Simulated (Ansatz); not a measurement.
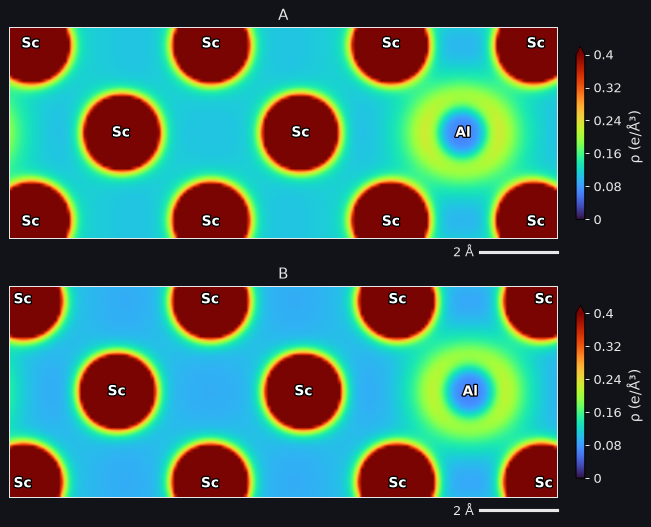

Sc5Al. The valence charge density (pseudo) of two cells that differ in size, on the (110) plane of each (indices in the axes of the calculation cell), at one length scale and on one colour scale: B has 25.3 Å³ an atom and A 23.0.

Space group P4/mmm; a structure generated by program, which may or may not match a known phase.

All numbers below come from DFT PBE, scalar-relativistic, plane waves, PAW in Ansatz 0.2.0.

Core electrons are frozen (PAW), and the valence fields are smoothed inside the atomic spheres.

> What changes from the larger cell to the smaller?

From the larger cell to the smaller, Sc–Sc goes from 3.38 to 3.28 Å, and the density at its midpoint from 0.1 to 0.11 e/Å³; Sc–Al goes from 3.03 to 2.96 Å, and the density at its midpoint from 0.15 to 0.16 e/Å³; the pressure goes from −4.7 to 0.0 GPa.
